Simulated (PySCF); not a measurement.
C4H8Cl2Si (SMILES C/C(=C/[SiH3])C(Cl)Cl)

The calculation's input:

```
{"job": {"kind": "uv", "xc": "CAM-B3LYP", "basis": "def2-SVPD", "nstates": 8, "ntriplets": 3}, "charge": 0, "multiplicity": 1}
C     -1.755355    -0.804843    -0.726673
C     -0.508994    -0.182100    -0.178044
C      0.697887    -0.738386    -0.266513
Si     2.337982    -0.061846     0.369527
C     -0.690773     1.142409     0.487402
Cl    -1.838701     1.029837     1.848540
Cl    -1.292272     2.356568    -0.676920
H     -1.532365    -1.746006    -1.220809
H     -2.225453    -0.130707    -1.441470
H     -2.469747    -0.986749     0.075227
H      0.743768    -1.696666    -0.769419
H      2.628768     1.234618    -0.247798
H      2.287126     0.085020     1.826443
H      3.372151    -1.028230     0.004455
H      0.241565     1.535071     0.894142
```

Command:

```sh
OMP_NUM_THREADS=1 python probes_run.py task.json out
```

Geometry: GFN2-xTB.

Method: PySCF 2.14.0, CAM-B3LYP/def2-SVPD, SCF density, gas phase.

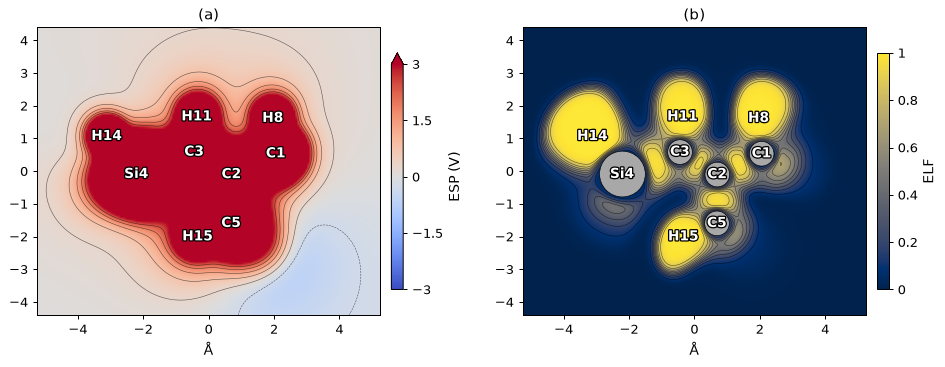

Figure 1. (a) molecular electrostatic potential; (b) ELF on the plane of atoms C2, C3 and H11. Grey discs cover the atomic cores in the ELF map.

### What do the fields say about this system?

The section cuts through C, Si and H sites. C–C (1.33 Å): the ELF peaks at about 0.95 between the atoms; a multiple bond. C–Si (1.88 Å): the ELF peaks at about 1 between the atoms; a shared electron pair. C–H (1.08 Å): the ELF climbs to about 1 towards the hydrogen, as it does in any bond to H (a covalent bond by its length). C–C (1.49 Å): the ELF peaks at about 0.95 between the atoms: a covalent bond. Si–H (1.46 Å): the ELF climbs to about 1 towards the hydrogen. Outside the dense part of the molecule the potential is most negative (−0.6 V) near Cl6, which lies off the plane.

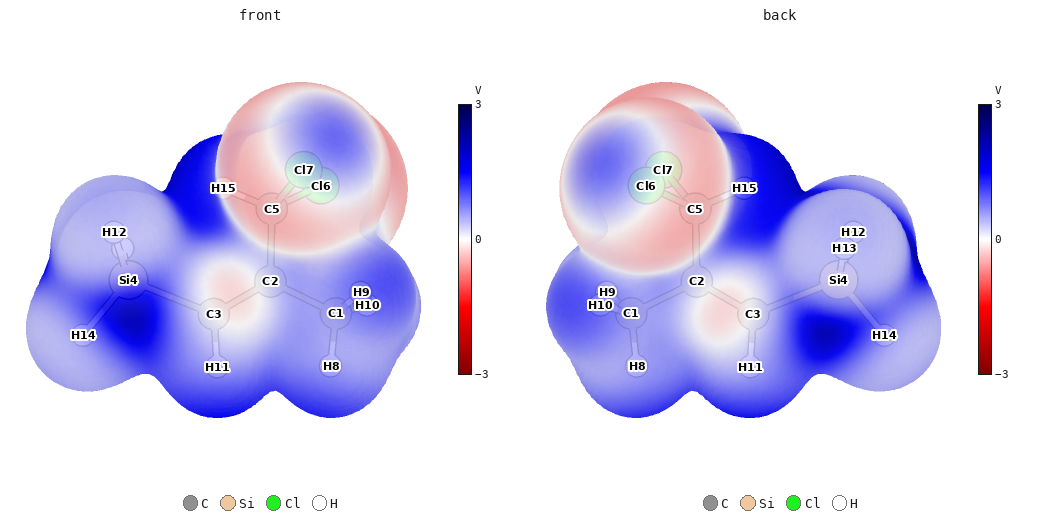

Figure 2. The molecular electrostatic potential painted on the density surface at 0.004 e/bohr³, seen from the front and from behind; the colour scale runs from red (negative) to blue (positive).

### Describe the electrostatic potential map.

The most negative region (about −0.6 V, or −14 kcal/mol for a unit charge) lies over Cl6 and Cl7, the most positive (about +2.1 V, or +48 kcal/mol for a unit charge) over Si4. Cl6 shows a σ-hole: about +0.9 V, or +21 kcal/mol for a unit charge at the tip opposite its bond, against about −0.2 V on its flanks. Cl7 shows a σ-hole: about +0.9 V, or +21 kcal/mol for a unit charge at the tip opposite its bond, against about −0.3 V on its flanks.

### How polar is the molecule by this calculation?

Its dipole moment is 1.81 D.
